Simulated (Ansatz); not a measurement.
Input

```
basis:
  gaussian: {orbitals: def2-TZVPD}
crystal:
  periodic: [false, false, false]
  atoms:
    - {symbol: C, position_ang: [0.754957, -0.165476, 0.365616]}
    - {symbol: C, position_ang: [0.219170, -1.393035, 0.420699]}
    - {symbol: Mg, position_ang: [-0.384717, 1.590457, 0.274446]}
    - {symbol: H, position_ang: [0.822041, -2.307672, 0.468646]}
    - {symbol: H, position_ang: [-0.861976, -1.570744, 0.421804]}
    - {symbol: H, position_ang: [-1.341627, 3.008867, 0.200856]}
    - {symbol: H, position_ang: [1.854203, -0.157838, 0.372652]}
hamiltonian: {xc: {name: PBE0}}
output: {forces: true, orbitals: {seedname: orbitals}}
```

Run with:

```sh
ansatz run input.yaml --threads 1 --pin off --max-ram 2610MiB --events-out events.jsonl --progress --plain --runs-dir runs
```

Geometry: PBE0-D3(BJ)/pcseg-1.

Level of theory: Ansatz, isolated molecule in a Gaussian basis; Kohn-Sham density functional theory, functional PBE0.

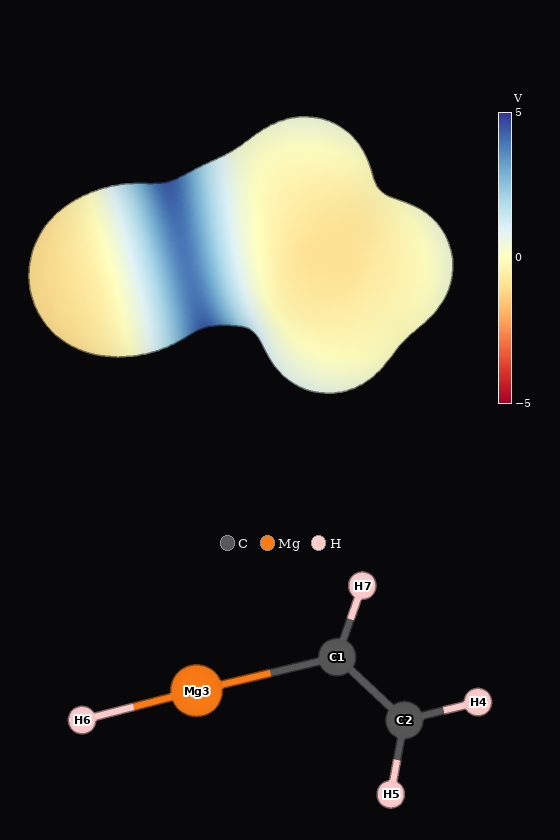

C2H4Mg. The electrostatic potential painted on the density surface at 0.002 e/bohr³, seen across its widest extent; red is negative and blue positive. The bare structure is drawn below in the same view.

**Describe the electrostatic potential map.**

The most negative region (about −1.1 V) lies over H6, the most positive (about +4.4 V) over Mg3.

**What dipole moment does the calculation give?**

Its dipole moment is 0.36 D.
